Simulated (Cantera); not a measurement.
Charge: 1 mol NaCl, 0.022 mol HCl, 6.2 mol H2, at 0.380 bar.

These are equilibrium values from Cantera (NASA tables, ideal gas, pure condensed phases), not measurements of a reactor. Candidate condensed phases: Na, NaCl; 10 gas species. Kinetics and transport are ignored.

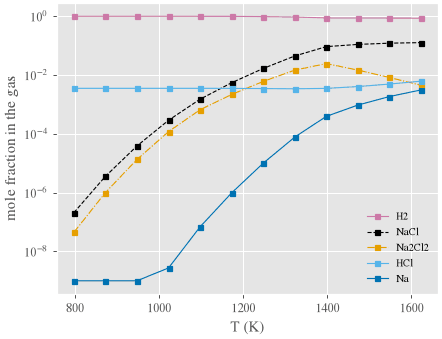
Fig. 1. Equilibrium gas composition (values under 1e-9 drawn at 1e-9)

**Question.** Read off the mole fractions at 1023 K.

**Answer.** H2 about 1.00, HCl about 0.0035, NaCl about 0.00029, Na2Cl2 about 0.00012.
